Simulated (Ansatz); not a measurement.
BSiH₆OF: geometry relaxation (part 1 of 2)

- system: BSiH₆OF
- method: RKS PBE-D4/6-31G* (Ansatz 0.2.0)

The input holds or restrains some coordinates. It belongs to a series of runs on one base structure; here: pulled along the bonds that form and break, towards end A. Figures and captions count atoms from 1; the log counts them from 0 in places.

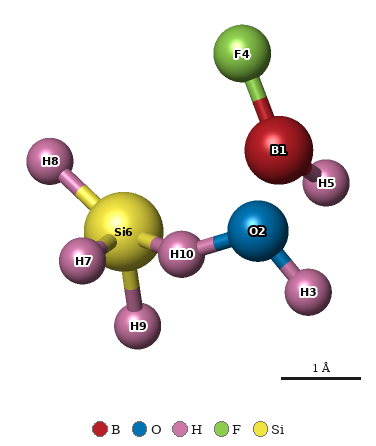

**Figure 1.** The starting structure (ball-and-stick view, seen at a tilt; atoms are numbered from 1 in the order of the input). Bond lengths as drawn: B–F 1.32 Å, B–H 1.19 Å, H–O 1.01 to 1.12 Å and H–Si 1.42 to 1.46 Å.

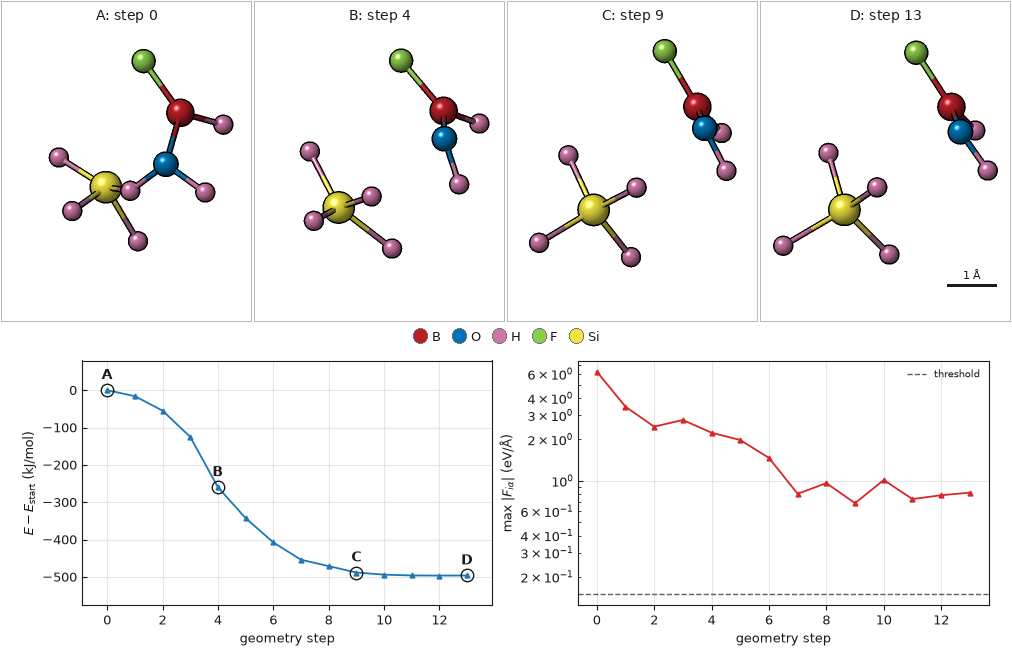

**Figure 2.** Frames of the restrained relaxation (ball-and-stick view, seen at a tilt) above the curves, on which the letters mark them (the first geometry is step 0 here and step 1 in the log).

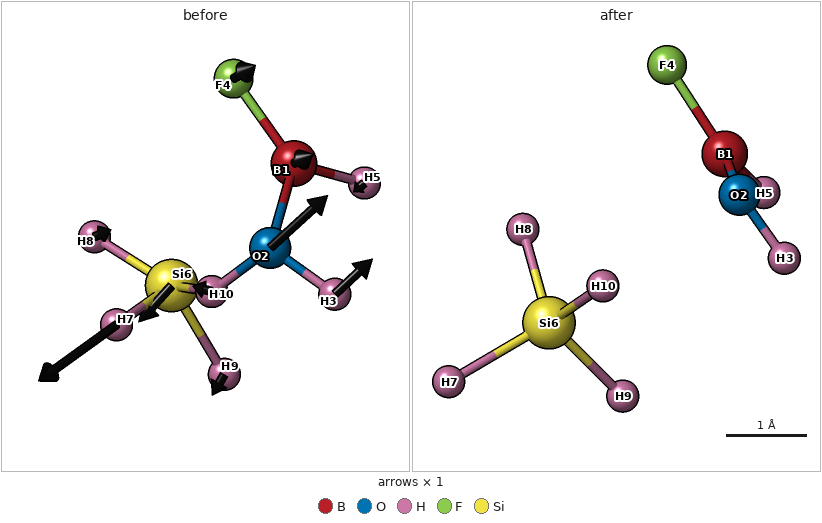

**Figure 3.** Before (left) and after (right) the restrained relaxation, at one scale (ball-and-stick view, seen at a tilt). The black arrows give the displacements, at true length. Over 13 geometry steps the energy falls by 496.2 kJ/mol. The largest force component goes from 6.2 to 0.82 eV/Å. The largest move after the best rigid fit is that of H7, 1.45 Å. Largest moves by element: H 1.45 Å, O 1.00 Å, Si 0.63 Å, F 0.47 Å, B 0.37 Å. Among the contacts that change: O2–H10 1.121 → 2.224 Å, B1–O2 1.760 → 1.386 Å, Si6–H10 1.423 → 1.475 Å, Si6–H7 1.460 → 1.499 Å. Bonds break: O2–H10 (1.12 → 2.22 Å). Among the angles that change: H7–Si6–H10 52.4° → 110.4°, H8–Si6–H10 146.8° → 109.9°, H9–Si6–H10 103.3° → 108.7°. (Atoms are counted from 1 in the order of the input.)

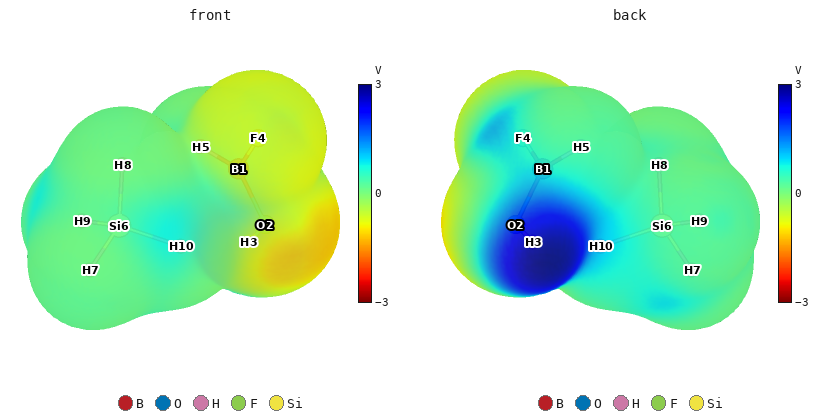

**Figure 4.** The molecular electrostatic potential painted on the density surface at 0.002 e/bohr³, seen at a tilt and from behind; red is negative and blue positive.

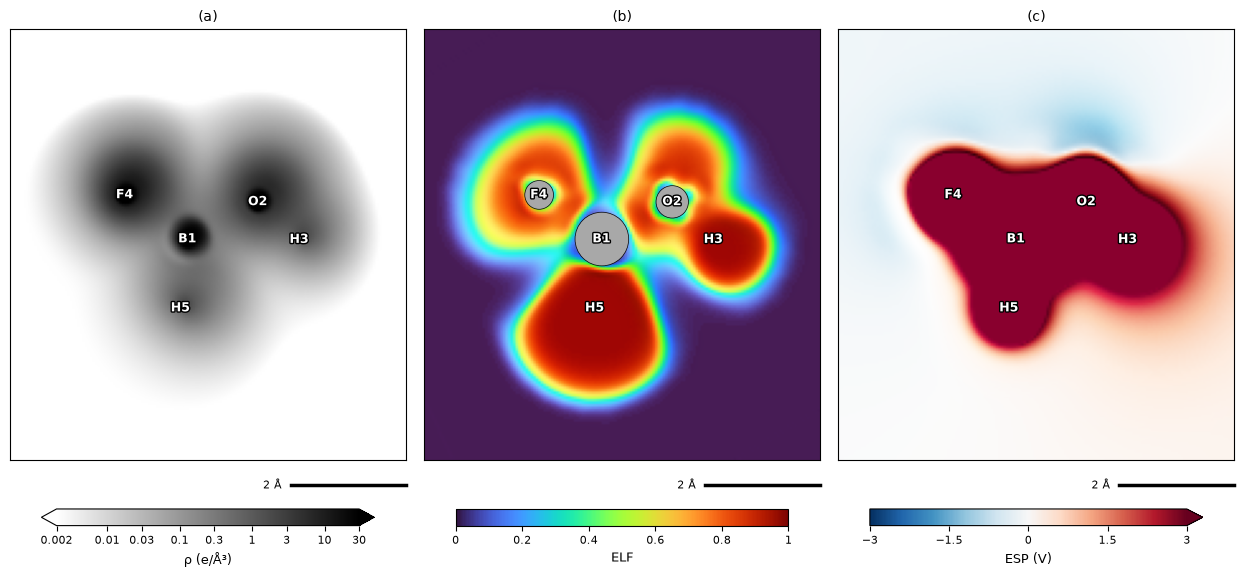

**Figure 5.** (a) electron density; (b) ELF; (c) electrostatic potential on the plane of atoms F4, B1 and H5. Grey discs, where drawn, cover atomic cores. Atoms in the plane: B, O, H and F. O–H (0.98 Å): ρ at the midpoint is about 3.5 e/Å³, with its minimum of 2.3 e/Å³ about 0.8 Å from O; the ELF climbs to about 1 towards the hydrogen, as it does in any bond to H; a covalent bond by its length. B–H (1.21 Å): ρ is about 1.2 e/Å³ halfway; the ELF climbs to about 1 towards the hydrogen; a covalent bond by its length.

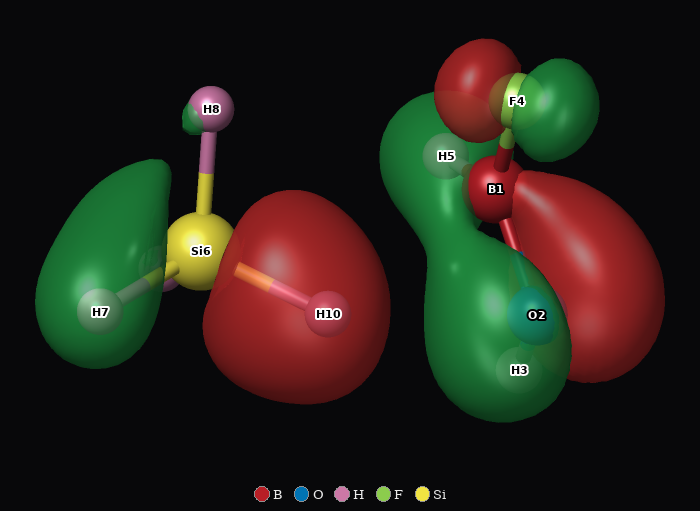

**Figure 6.** One frontier orbital at ±0.1 Å⁻³ᐟ² (green and red are the two phases), seen at a tilt. The HOMO, at −7.61 eV. It lies mainly on O2 (45 %), Si6 (20 %) and H10 (10 %).

These pictures come from the run below.

Input
```yaml
crystal:
  periodic: [false, false, false]
  atoms:
    - { symbol: B, position_ang: [0.0, 0.0, 0.0] }
    - { symbol: O, position_ang: [0.0, 0.0, 1.76] }
    - { symbol: H, position_ang: [-0.9095, -0.2814, 2.0971] }
    - { symbol: F, position_ang: [1.1431, 0.0, -0.66] }
    - { symbol: H, position_ang: [-1.0305, 0.0, -0.595] }
    - { symbol: Si, position_ang: [0.1008, 2.1328, 0.7095] }
    - { symbol: H, position_ang: [0.6771, 2.1737, 2.0503] }
    - { symbol: H, position_ang: [0.9351, 2.9107, -0.2019] }
    - { symbol: H, position_ang: [-1.2441, 2.7001, 0.741] }
    - { symbol: H, position_ang: [0.0529, 1.1188, 1.7067] }
basis:
  gaussian: { orbitals: "6-31G*" }
hamiltonian:
  xc: pbe
  dispersion: d4
relax:
  f_tol: 0.15
  max_steps: 25
  restrain:
    - { distance: [0, 5], at: 3.15, k: 30.0 }
    - { distance: [9, 1], at: 2.21, k: 30.0 }
    - { distance: [0, 1], at: 1.41, k: 30.0 }
    - { distance: [9, 5], at: 1.46, k: 30.0 }
output:
  orbitals: {}
```

Command:
```bash
ansatz run input.yaml --threads 1 --pin off --max-ram 2048MiB --backend cpu --events-out ev --progress --plain --runs-dir out
```

The program's output
```
The last accepted step is kept in [file] (removed where the run ends without a failure and the disk answers)
Engine: ansatz 0.2.0, x86_64-unknown-linux-gnu
Functional definition: PBE
  parameter kappa = 0.804
  parameter beta = 0.06672455060314922
  exchange = pbe_x(kappa = kappa, mu = beta*pi^2/3)
  correlation = pbe_c(beta = beta)
886 factors; their error is unknown
mean field evaluation 1: about -13397.3702 eV, gradient 4.6e1 eV
mean field evaluation 2: about -13386.5133 eV, gradient 9.0e1 eV
mean field evaluation 4: about -13401.2389 eV, gradient 7.1e0 eV
mean field evaluation 8: about -13401.3396 eV, gradient 1.1e-1 eV
mean field evaluation 16: about -13401.2734 eV, gradient 5.8e-5 eV
mean field -13401.27339983 eV, -492.4877137346 hartree, gradient 2.7e-5 eV, S^2 0.000000; 0 other end points of the search recorded, 0 dependent functions left out
the calculation of the forces begins
reference -13401.27343231 eV, -492.4877149281 hartree; 21, 21 occupied and 55, 55 virtual orbitals, 886 factors
relax step   1: F+E_penalty+E_count = -13401.43934811 eV  Δ(F+E_penalty+E_count) = +0.000e0 eV  max|allowed force component| = 6.235e0 eV/Å  E_restraint = 31.78717327 eV  max|allowed force component, restraints' pulls added| = 3.631e1 eV/Å  Δτ_max = 0.0000 Å  (28 SCF iters, accepted)
  distance B 0 - Si 5 = 2.2500 Å
  distance H 9 - O 1 = 1.1213 Å
  distance B 0 - O 1 = 1.7600 Å
  distance H 9 - Si 5 = 1.4230 Å
these checks for a lower state are left out or cut short: starts, cluster_reference, orbital_swaps, neighbouring_geometries, increment
886 factors; their error is unknown
mean field -13401.44276563 eV, -492.4939378126 hartree, gradient 9.9e-6 eV, S^2 0.000000; 0 other end points of the search recorded, 0 dependent functions left out
[... from here on the field's lines of each further geometry are left out, up to the last ...]
relax step   2: F+E_penalty+E_count = -13401.60652437 eV  Δ(F+E_penalty+E_count) = -1.672e-1 eV  max|allowed force component| = 3.469e0 eV/Å  E_restraint = 15.64623156 eV  max|allowed force component, restraints' pulls added| = 2.590e1 eV/Å  Δτ_max = 0.1949 Å  (36 SCF iters, accepted)
relax step   3: F+E_penalty+E_count = -13402.00625566 eV  Δ(F+E_penalty+E_count) = -3.997e-1 eV  max|allowed force component| = 2.479e0 eV/Å  E_restraint = 5.68417326 eV  max|allowed force component, restraints' pulls added| = 1.582e1 eV/Å  Δτ_max = 0.1949 Å  (35 SCF iters, accepted)
relax step   4: F+E_penalty+E_count = -13402.73494728 eV  Δ(F+E_penalty+E_count) = -7.287e-1 eV  max|allowed force component| = 2.774e0 eV/Å  E_restraint = 0.92444856 eV  max|allowed force component, restraints' pulls added| = 6.592e0 eV/Å  Δτ_max = 0.1948 Å  (34 SCF iters, accepted)
relax step   5: F+E_penalty+E_count = -13404.13167067 eV  Δ(F+E_penalty+E_count) = -1.397e0 eV  max|allowed force component| = 2.240e0 eV/Å  E_restraint = 0.06505087 eV  max|allowed force component, restraints' pulls added| = 2.240e0 eV/Å  Δτ_max = 0.1948 Å  (33 SCF iters, accepted)
relax step   6: F+E_penalty+E_count = -13404.98931983 eV  Δ(F+E_penalty+E_count) = -8.576e-1 eV  max|allowed force component| = 1.983e0 eV/Å  E_restraint = 0.02309252 eV  max|allowed force component, restraints' pulls added| = 1.983e0 eV/Å  Δτ_max = 0.1962 Å  (28 SCF iters, accepted)
relax step   7: F+E_penalty+E_count = -13405.66375729 eV  Δ(F+E_penalty+E_count) = -6.744e-1 eV  max|allowed force component| = 1.470e0 eV/Å  E_restraint = 0.00734500 eV  max|allowed force component, restraints' pulls added| = 1.470e0 eV/Å  Δτ_max = 0.1907 Å  (27 SCF iters, accepted)
relax step   8: F+E_penalty+E_count = -13406.14546694 eV  Δ(F+E_penalty+E_count) = -4.817e-1 eV  max|allowed force component| = 8.051e-1 eV/Å  E_restraint = 0.00579253 eV  max|allowed force component, restraints' pulls added| = 7.716e-1 eV/Å  Δτ_max = 0.1950 Å  (27 SCF iters, accepted)
relax step   9: F+E_penalty+E_count = -13406.32170989 eV  Δ(F+E_penalty+E_count) = -1.762e-1 eV  max|allowed force component| = 9.627e-1 eV/Å  E_restraint = 0.00573518 eV  max|allowed force component, restraints' pulls added| = 6.701e-1 eV/Å  Δτ_max = 0.2000 Å  (32 SCF iters, accepted)
relax step  10: F+E_penalty+E_count = -13406.49994928 eV  Δ(F+E_penalty+E_count) = -1.782e-1 eV  max|allowed force component| = 6.885e-1 eV/Å  E_restraint = 0.01084871 eV  max|allowed force component, restraints' pulls added| = 3.831e-1 eV/Å  Δτ_max = 0.1999 Å  (26 SCF iters, accepted)
relax step  11: F+E_penalty+E_count = -13406.55895999 eV  Δ(F+E_penalty+E_count) = -5.901e-2 eV  max|allowed force component| = 1.015e0 eV/Å  E_restraint = 0.01587139 eV  max|allowed force component, restraints' pulls added| = 7.484e-1 eV/Å  Δτ_max = 0.1805 Å  (26 SCF iters, accepted)
relax step  12: F+E_penalty+E_count = -13406.58132556 eV  Δ(F+E_penalty+E_count) = -2.237e-2 eV  max|allowed force component| = 7.368e-1 eV/Å  E_restraint = 0.02274004 eV  max|allowed force component, restraints' pulls added| = 2.950e-1 eV/Å  Δτ_max = 0.1160 Å  (27 SCF iters, accepted)
relax step  13: F+E_penalty+E_count = -13406.58419555 eV  Δ(F+E_penalty+E_count) = -2.870e-3 eV  max|allowed force component| = 7.862e-1 eV/Å  E_restraint = 0.02451419 eV  max|allowed force component, restraints' pulls added| = 2.739e-1 eV/Å  Δτ_max = 0.2000 Å  (25 SCF iters, accepted)
the calculation of the forces begins
reference -13406.43694307 eV, -492.6774704487 hartree; 21, 21 occupied and 55, 55 virtual orbitals, 886 factors
```
